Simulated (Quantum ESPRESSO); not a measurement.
# Voltage at the next charge: Re(0001), 4 layers against an electrode

**Set-up.** Quantum ESPRESSO 7.5, PBE, GBRV ultrasoft; ESM with bc3, a metal electrode 7.01 Å above the top atoms; cell area 6.597 Å²; ions fixed. V is the potential energy of an electron at the electrode over the slab's Fermi level, divided by e, so that it equals the work function at zero charge; positive charge removes electrons.

| charge (e a cell) | V (V) |
| --- | --- |
| 0 | 4.997 |
| 0.0099 | 6.390 |
| 0.0198 | 7.794 |

**Question.** What is V at a charge of 0.0396 e, and what capacitance do the rows imply?

**Fit.** The last two rows give dV/dq = (7.794 − 6.390)/(0.0198 − 0.0099) = 141.8 V/e, so C = 1602/(6.597 × 141.8) = 1.71 µF/cm², an effective gap of 8.854/1.71 = 5.17 Å. At constant C, V = 7.794 + 141.8 × 0.0198 = 10.60 V.

What the calculation gave: V = 10.639 V; the estimate misses by −0.04 V, 1.3 % of the step. Over the three intervals C goes 1.73, 1.71 and 1.69 µF/cm².

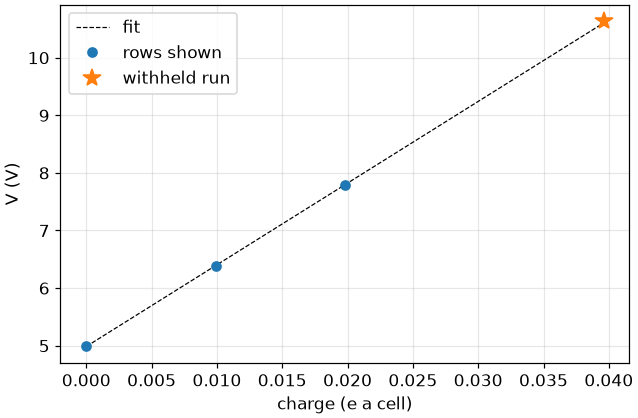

The rows shown, the fit and the withheld run.

**Limits.** Vacuum fills the gap; a dielectric or electrolyte would change C. The slab is thin.
